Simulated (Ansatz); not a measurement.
SnH₂OCl₂: several calculations on one system

### Relaxation

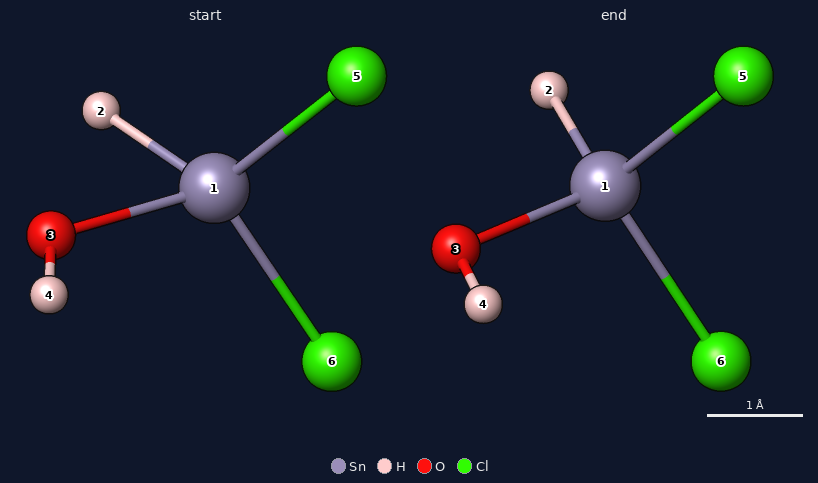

The structure of SnH2OCl2 before (left) and after (right) a relaxation, at one scale.

The picture is a ball-and-stick view, seen at a tilt.

The run prepares an end point of a later path (reaction) calculation, from a guessed geometry.

All numbers below come from RKS PBE/def2-SVP in Ansatz.

Input
```yaml
crystal:
  periodic: [false, false, false]
  atoms:
    - { symbol: Sn, position_ang: [0.056529, -0.068666, 0.348869] }
    - { symbol: H, position_ang: [0.361593, 0.068275, 2.037574] }
    - { symbol: O, position_ang: [1.999036, -0.307486, 0.534842] }
    - { symbol: H, position_ang: [2.545318, -0.501037, -0.25422] }
    - { symbol: Cl, position_ang: [-0.636904, 1.782297, -0.938704] }
    - { symbol: Cl, position_ang: [-1.055772, -1.925484, -0.58816] }
basis:
  gaussian: { orbitals: def2-SVP }
hamiltonian:
  xc: pbe
relax:
  f_tol: 0.03
  max_steps: 50
```

Launched with:
```bash
ansatz run input.yaml --threads 2 --pin off --max-ram 3072MiB --backend cpu --events-out ev --progress --plain --runs-dir out
```

Summarise the run.

Over 5 accepted moves (6 points after the start) the energy falls by 0.504 eV. Largest force component: 1.1 eV/Å at the start, 0.0078 eV/Å at the end. The line search rejected the trial step at point 4 of the run. The atom that moves furthest after the best rigid fit is H2 (0.58 Å). Largest moves by element: H 0.58 Å, O 0.24 Å, Cl 0.24 Å, Sn 0.19 Å. Near-neighbour distances that change, for instance: Sn1–O3 1.966 → 1.991 Å, Sn1–H2 1.721 → 1.715 Å, Sn1–Cl5 2.359 → 2.363 Å. Among the angles between lasting bonds that change: H2–Sn1–O3 75.0° → 107.6°, H2–Sn1–Cl5 121.7° → 112.3°, Sn1–O3–H4 119.9° → 110.6°.

### Relaxation

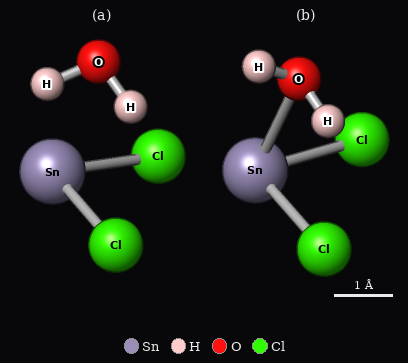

The structure of SnH2OCl2 before (left) and after (right) a relaxation, at one scale.

A ball-and-stick model, seen from a free direction.

The run prepares an end point of a later path (reaction) calculation, from a guessed geometry.

These are results of RKS PBE/def2-SVP (Ansatz 0.2.0), not measurements.

The input:
```yaml
crystal:
  periodic: [false, false, false]
  atoms:
    - { symbol: Sn, position_ang: [-0.981488, 0.329838, 0.535419] }
    - { symbol: H, position_ang: [1.626124, -0.566696, 1.587435] }
    - { symbol: O, position_ang: [2.108585, -0.095664, 0.861255] }
    - { symbol: H, position_ang: [1.908972, -0.70281, 0.111895] }
    - { symbol: Cl, position_ang: [-1.087302, 1.820486, -1.35319] }
    - { symbol: Cl, position_ang: [-0.30509, -1.737253, -0.602615] }
basis:
  gaussian: { orbitals: def2-SVP }
hamiltonian:
  xc: pbe
relax:
  f_tol: 0.03
  max_steps: 50
output:
  orbitals: {}
```

Command:
```bash
ansatz run input.yaml --threads 2 --pin off --max-ram 3072MiB --backend cpu --events-out ev --progress --plain --runs-dir out
```

What changed between the two?

The largest move after the best rigid fit is that of O3, 0.54 Å. By element the largest moves are O 0.54 Å, Cl 0.41 Å, H 0.34 Å, Sn 0.21 Å. Among the contacts that change: Sn1–O3 3.136 → 2.456 Å, Sn1–H4 3.098 → 2.627 Å, Sn1–Cl6 2.455 → 2.494 Å, H2–O3 0.991 → 0.979 Å. New bonds form, among them: Sn1–O3 (3.14 → 2.46 Å). Among the angles between lasting bonds that change: H2–O3–H4 99.5° → 103.6°. After 8 accepted moves (9 points after the start) the energy has fallen by 34.8 kJ/mol. The largest force component goes from 0.97 to 0.026 eV/Å. The line search rejected the trial step at point 6 of the run. The run took 16 s on 2 threads of Arm Neoverse V1 (shared host), peak memory 0.13 GiB.

Limits of the set-up: the start holds two separate molecules, 2.5 Å apart at their closest, whose relative position is a soft coordinate and is computed without a dispersion correction.

### Path

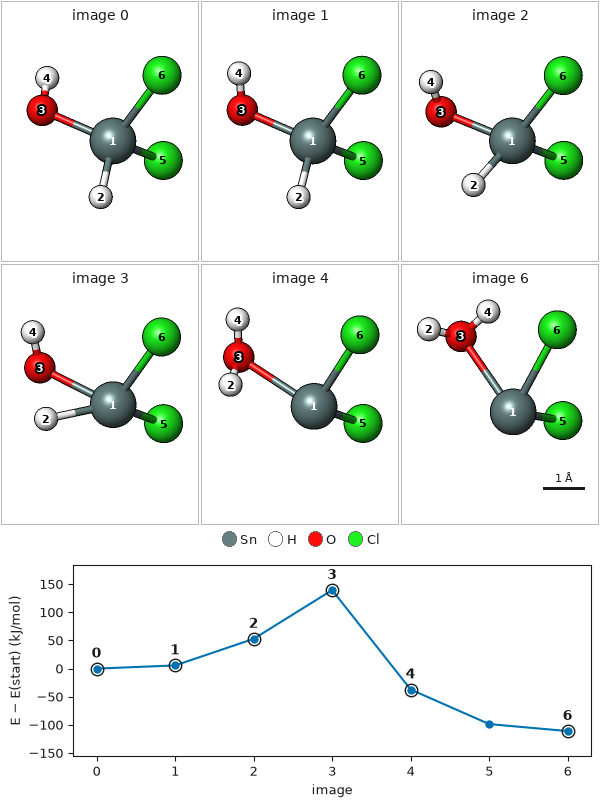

A search for the minimum-energy path of SnH2OCl2 by the nudged elastic band. Images are numbered from 0 (start) to 6 (end). A ball-and-stick model, seen from a free direction.

Theory: RKS PBE/def2-SVP in Ansatz 0.2.0.

Input file:
```yaml
crystal:
  periodic: [false, false, false]
  atoms:
    - { symbol: Sn, position_ang: [0.192869, -0.082154, 0.485776] }
    - { symbol: H, position_ang: [-0.203252, 0.138394, 2.139334] }
    - { symbol: O, position_ang: [2.162727, -0.345614, 0.368762] }
    - { symbol: H, position_ang: [2.436654, -0.483542, -0.559957] }
    - { symbol: Cl, position_ang: [-0.422519, 1.776492, -0.837578] }
    - { symbol: Cl, position_ang: [-0.896679, -1.955678, -0.456136] }
basis:
  gaussian: { orbitals: def2-SVP }
hamiltonian:
  xc: pbe
neb:
  order_check: false
  images: 5
  f_tol: 0.05
  max_iterations: 60
  final_atoms:
    - { symbol: Sn, position_ang: [-0.84961486, 0.30767096, 0.42958852] }
    - { symbol: H, position_ang: [1.70183999, -0.46328719, 1.72683615] }
    - { symbol: O, position_ang: [1.54289802, -0.04206465, 0.85773953] }
    - { symbol: H, position_ang: [1.51890027, -0.80978214, 0.22635726] }
    - { symbol: Cl, position_ang: [-0.36733125, 1.87035062, -1.35249997] }
    - { symbol: Cl, position_ang: [-0.27689218, -1.8149896, -0.7478205] }
  initial_path:
    images:
      - { positions_ang: [[0.192869, -0.082154, 0.485776], [-0.203252, 0.138394, 2.139334], [2.162727, -0.345614, 0.368762], [2.436654, -0.483542, -0.559957], [-0.422519, 1.776492, -0.837578], [-0.896679, -1.955678, -0.456136]] }
      - { positions_ang: [[0.12851208, -0.05391643, 0.3247683], [0.23265699, 0.09655262, 1.9586758], [2.13237963, -0.23320222, 0.45033198], [2.41724742, -0.6439378, -0.20459166], [-0.65652688, 1.84071117, -0.82997702], [-0.98446924, -1.95830934, -0.5590064]] }
      - { positions_ang: [[0.06415516, -0.02567886, 0.1637606], [0.66856598, 0.05471124, 1.7780176], [2.10203227, -0.12079045, 0.53190197], [2.39784085, -0.8043336, 0.15077368], [-0.89053476, 1.90493034, -0.82237605], [-1.07225949, -1.96094068, -0.66187681]] }
      - { positions_ang: [[-0.00020176, 0.00255871, 0.00275291], [1.10447497, 0.01286987, 1.5973594], [2.0716849, -0.00837867, 0.61347195], [2.37843427, -0.96472941, 0.50613903], [-1.12454265, 1.96914952, -0.81477507], [-1.16004973, -1.96357202, -0.76474721]] }
      - { positions_ang: [[-0.28333946, 0.10426279, 0.14503145], [1.30359664, -0.14584915, 1.64051832], [1.89542261, -0.01960733, 0.69489448], [2.09192294, -0.91308032, 0.41287844], [-0.87213885, 1.93621655, -0.9940167], [-0.86566388, -1.91404455, -0.75910497]] }
      - { positions_ang: [[-0.56647716, 0.20596688, 0.28730998], [1.50271832, -0.30456817, 1.68367723], [1.71916031, -0.03083599, 0.776317], [1.8054116, -0.86143123, 0.31961785], [-0.61973505, 1.90328359, -1.17325834], [-0.57127803, -1.86451707, -0.75346273]] }
      - { positions_ang: [[-0.84961486, 0.30767096, 0.42958852], [1.70183999, -0.46328719, 1.72683615], [1.54289802, -0.04206465, 0.85773953], [1.51890027, -0.80978214, 0.22635726], [-0.36733125, 1.87035062, -1.35249997], [-0.27689218, -1.8149896, -0.7478205]] }
```

Launched with:
```bash
ansatz run input.yaml --threads 2 --pin off --max-ram 3072MiB --backend cpu --events-out ev --progress --plain --runs-dir out
```

What happens along the path, and what is the barrier?

Answer. A hydrogen atom shifts from one atom to another. Breaking: Sn1–H2 (1.71 → 1.78 at the top → 2.96 Å). Forming: H2–O3 (2.99 → 1.69 at the top → 0.98 Å). The highest point, image 3, lies 139.4 kJ/mol above the start and 250.4 kJ/mol above the end; the end is at −111.0 kJ/mol relative to the start. The band converged in 10 iterations. The largest component of the band force went from 9.7 to 0.035 eV/Å. The climbing image converged on the top of the path. Its vibrational analysis gives one imaginary mode (1017i cm⁻¹), as a transition state must have.

Cost: 77 s on 2 threads of Arm Neoverse V1, with other jobs on the host, peak memory 0.13 GiB.
